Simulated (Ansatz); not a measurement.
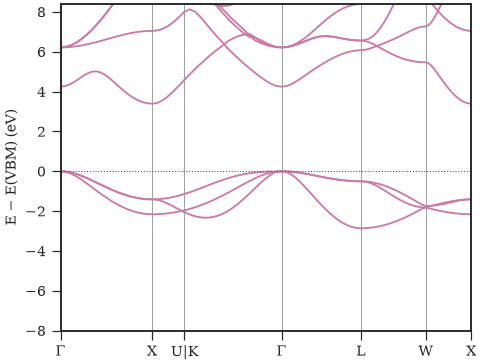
Fig. 1. Band structure from plane-wave PAW PBE (Ansatz code)

**Question.** Read off the gap and where the band edges lie.

**Answer.** About 3.4 eV (3.39 eV by a search for the band edges); maximum at Γ, minimum at X.

The material is Li₂S (anti-fluorite, space group No. 225).

Space group Fm-3m (anti-fluorite). Symmetry was held in the PBE relaxation.

Potentials: the later of the program's two PAW sets.
